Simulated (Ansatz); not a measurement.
# BH2 (boron dihydride): levels of theory compared

We compute a comparison of 6 runs (UHF/3-21G, U-wB97X/3-21G, UB3LYP/3-21G, U-r2SCAN/6-311G**, UCCSD/3-21G, UCCSD(T)/6-311G**) of BH2 (boron dihydride). 

Program for the calculation: Ansatz 0.2.0.

58 further runs of the same task are left out: 58 set aside as unsound or not needed.

### Step 1. The structure to begin with

BH2 has 3 atoms, charge 0, and is taken as a doublet. SMILES: `[BH2]`. The H3–B1 distance was set to 2.898 Å, away from the relaxed value. At this shape a bond of the SMILES string is far longer than usual.

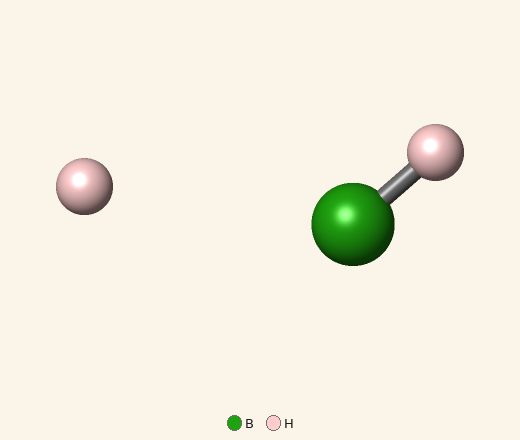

Viewed from a chosen angle; boron green, hydrogen pink.

### Step 2. The energy at UHF/3-21G (run 1)

File in.yaml:

```yaml
crystal:
  periodic: [false, false, false]
  atoms:
    - {symbol: B, position_ang: [1.471420, 0.813085, 0.906064]}
    - {symbol: H, position_ang: [1.488600, 1.964635, 1.038404]}
    - {symbol: H, position_ang: [-0.542860, -0.819090, -0.389630]}
basis:
  gaussian: {orbitals: 3-21G.json}
magnetization: {spin_polarized: true, initial_magnetization: 1}
hamiltonian: {xc: hf}
accuracy: high
```

The basis set 3-21G is read from a file made from the Basis Set Exchange's data (not shown).

Started as:

```
ansatz run in.yaml --threads 1 --pin off --max-ram 2610MiB --events-out events.jsonl --progress --plain --runs-dir runs
```

Log:

```text
Warning: RAYON_NUM_THREADS=1 ignored (pool sized by the plan → 1); use --threads N
Functional definition: HF
  name "HF"
  exchange = exact_x
  correlation = 0
245 factors; integrals over basis functions are off by at most 1.3e-8 eV
mean field evaluation 1: about -690.1978 eV, gradient 9.9e0 eV
mean field evaluation 2: about -690.1950 eV, gradient 9.9e0 eV
mean field evaluation 4: about -692.8568 eV, gradient 3.1e0 eV
mean field evaluation 8: about -693.2746 eV, gradient 5.6e-1 eV
mean field evaluation 16: about -693.3214 eV, gradient 2.4e-8 eV
mean field evaluation 32: about -693.3095 eV, gradient 8.2e-2 eV
mean field evaluation 64: about -692.9437 eV, gradient 4.3e-6 eV
mean field evaluation 96: about -693.2726 eV, gradient 2.0e-1 eV
mean field evaluation 128: about -693.3214 eV, gradient 1.1e-6 eV
mean field -693.32142684 eV, -25.4790924862 hartree, gradient 2.5e-8 eV, S^2 1.215279; 5 other end points of the search recorded, 0 dependent functions left out
reference -693.32142684 eV, -25.4790924862 hartree; 4, 3 occupied and 9, 10 virtual orbitals, 245 factors
Total energy: -693.32142684 eV, -25.4790924862 hartree
```

Wall time 0.12 s (1 thread of Arm Neoverse V1, shared host).

### Step 3. The energy at U-wB97X/3-21G (run 2)

File molecule.yaml:

```yaml
crystal:
  periodic: [false, false, false]
  atoms:
    - symbol: B
      position_ang: [1.471420, 0.813085, 0.906064]
    - symbol: H
      position_ang: [1.488600, 1.964635, 1.038404]
    - symbol: H
      position_ang: [-0.542860, -0.819090, -0.389630]
basis:
  gaussian: {orbitals: 3-21G.json}
hamiltonian: {xc: {name: wB97X}}
magnetization: {spin_polarized: true, initial_magnetization: 1}
accuracy: high
```

The basis set 3-21G is read from a file made from the Basis Set Exchange's data (not shown).

Started as:

```
ansatz run molecule.yaml --threads 1 --pin off --max-ram 2610MiB --events-out events.jsonl --progress --plain --runs-dir runs
```

Log, cut to the lines that bear on the results:

```text
Warning: RAYON_NUM_THREADS=1 ignored (pool sized by the plan → 1); use --threads N
Functional definition: wB97X
  name "wB97X"
[...]
      + exact_x_lr(omega)
[...]
      + integral(e_c_pw_opposite_spin*poly(b97_u_opposite, 1, cos1, cos2, cos3, cos4))
245 factors; integrals over basis functions are off by at most 1.3e-8 eV
128 factors; integrals over basis functions are off by at most 9.5e-10 eV
[...]
mean field -697.26951620 eV, -25.6241820942 hartree, gradient 3.0e-8 eV, S^2 0.954327; 3 other end points of the search recorded, 0 dependent functions left out
reference -697.26951516 eV, -25.6241820560 hartree; 4, 3 occupied and 9, 10 virtual orbitals, 245 factors
Total energy: -697.26951516 eV, -25.6241820560 hartree
```

It took 5.7 s on 1 thread of Arm Neoverse V1, shared host; peak memory 0.2 GiB.

Runs 3 to 5 aren't shown in full; the table further down has their settings and results.

### Step 4. A single-point energy at UCCSD(T)/6-311G(d,p) (run 6)

File input.yaml:

```yaml
crystal:
  periodic: [false, false, false]
  atoms:
    - symbol: B
      position_ang: [1.471420, 0.813085, 0.906064]
    - symbol: H
      position_ang: [1.488600, 1.964635, 1.038404]
    - symbol: H
      position_ang: [-0.542860, -0.819090, -0.389630]
basis:
  gaussian: {orbitals: 6-311G_st__st_.json}
correlation: {method: ccsd_t, frozen_orbitals: {B: 1, H: 0}}
scf: {omitted_lower_state_checks: [cluster_reference, increment]}
accuracy: high
magnetization: {spin_polarized: true, initial_magnetization: 1}
```

The basis set 6-311G** is read from a file made from the Basis Set Exchange's data (not shown).

Started as:

```
ansatz run input.yaml --threads 1 --pin off --max-ram 2610MiB --events-out events.jsonl --progress --plain --runs-dir runs
```

Log:

```text
Warning: RAYON_NUM_THREADS=1 ignored (pool sized by the plan → 1); use --threads N
[... 16 lines left out ...]
1 core orbitals not correlated: weight in the atoms' cores, before any rotation towards them, 1.000 or more for the frozen orbitals, at most 0.000 for the correlated occupied ones
[... 41 lines left out ...]
Total energy: -699.79003398 eV, -25.7168094140 hartree
Checks for a lower state left out: cluster_reference, increment
```

Run time: 0.85 s. Hardware: 1 thread of Arm Neoverse V1, shared host; peak memory 0.093 GiB.

### Step 5. The series

```csv
run,level,frozen core orbitals,energy (Eh),⟨S²⟩,wall time
1,UHF/3-21G,–,-25.479092,1.215,0.12 s
2,U-wB97X/3-21G,–,-25.624182,0.954,5.7 s
3,UB3LYP/3-21G,–,-25.644878,0.964,0.99 s
4,U-r2SCAN/6-311G**,–,-25.770556,1.123,5.1 s
5,UCCSD/3-21G,1,-25.529802,1.215,0.3 s
6,UCCSD(T)/6-311G**,1,-25.716809,1.228,0.85 s
```

### Step 6. What came out

```
                                         quantity         value
                              run 6: total energy  -25.71681 Eh
run 6: correlation energy (1 core orbital frozen)     -83.1 mEh
                            run 6: (T) correction     -1.61 mEh
         run 6: ⟨S²⟩ of the reference determinant         1.228
                             run 6: T1 diagnostic         0.118
```

In words: Totals of different functionals can't be ranked against each other. Spin contamination of the reference: run 6 ⟨S²⟩ = 1.23, run 1 ⟨S²⟩ = 1.22, run 5 ⟨S²⟩ = 1.22, run 4 ⟨S²⟩ = 1.12, run 3 ⟨S²⟩ = 0.96, run 2 ⟨S²⟩ = 0.95. All runs together took 13 s, the longest 5.7 s.
